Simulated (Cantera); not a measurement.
Feed: 1 mol SiH₂Cl₂, 1.5 mol H₂O, a varied amount of H₂, equilibrated at 2073 K and 0.133 bar.

Cantera equilibrium calculation (NASA polynomials, part measured and part estimated; ideal gas, pure solids and liquids). Candidate condensed phases: H₂O, Si, SiO₂; 30 gas species. The tables' values for SiCl₃ are old estimates; treat these amounts as uncertain. The tables hold silica as quartz up to 1696 K and as liquid above; real silica turns to tridymite and cristobalite and melts near 1996 K. Rates play no part.

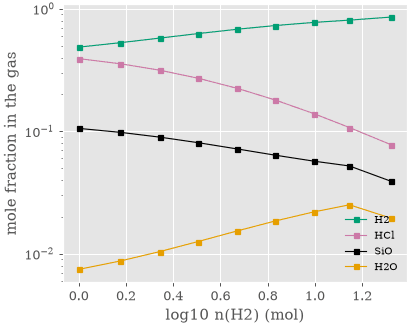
Fig. 1. Equilibrium gas composition (values under 1e-9 drawn at 1e-9)

### Question
Read off the mole fractions at 1.5 mol H₂.

### Answer
H₂ about 0.53, HCl about 0.36, SiO about 0.098, H₂O about 0.0087.
